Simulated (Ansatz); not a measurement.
BiPd (NiAs type)

```cif
data_Bi2Pd2
_chemical_formula_sum 'Bi2 Pd2'
_space_group_name_H-M_alt 'P 1'
_space_group_IT_number 1
_cell_length_a 4.26711
_cell_length_b 4.26711
_cell_length_c 5.74237
_cell_angle_alpha 90.000
_cell_angle_beta 90.000
_cell_angle_gamma 120.000
loop_
_space_group_symop_operation_xyz
  'x, y, z'
loop_
_atom_site_label
_atom_site_type_symbol
_atom_site_fract_x
_atom_site_fract_y
_atom_site_fract_z
_atom_site_occupancy
Bi1 Bi 0.33333 0.66667 0.25000 1
Bi2 Bi 0.66667 0.33333 0.75000 1
Pd1 Pd 0.00000 0.00000 0.50000 1
Pd2 Pd 0.00000 0.00000 0.00000 1
```

E(V) scan at fixed shape, V₀ the volume above. Symmetry pins the atoms to their sites.

Level of theory: r2SCAN (plane waves to 500 eV, PAW, scalar-relativistic; Ansatz, a program for electronic structure). k mesh 13×13×8 (Γ-centred), Fermi-Dirac smearing 0.05 eV. Energies are smeared free energies. With the shape held, the modulus is that of even scaling; a crystal free to change shape is softer. BiPd is run without spin polarisation. BiPd was relaxed with its symmetry unable to fall. Spin-orbit coupling is left out, though Bi is heavy. The zero of ΔE is the relaxed starting cell.

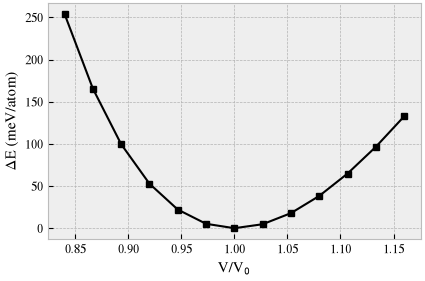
Fig. 1. ΔE (meV/atom) against V/V₀; one marker a computed point.

Task: What is ΔE at V/V₀ = 1.160?

Result: About 130 meV/atom.

Task: What is ΔE at V/V₀ = 0.840?

Result: About 250 meV/atom.

Task: What bulk modulus at fixed cell shape B₀ follows from a third-order Birch-Murnaghan fit?

Result: About 99 GPa.

(Under strain, the slope of the energy per volume gives the stress and its curvature an elastic modulus.)
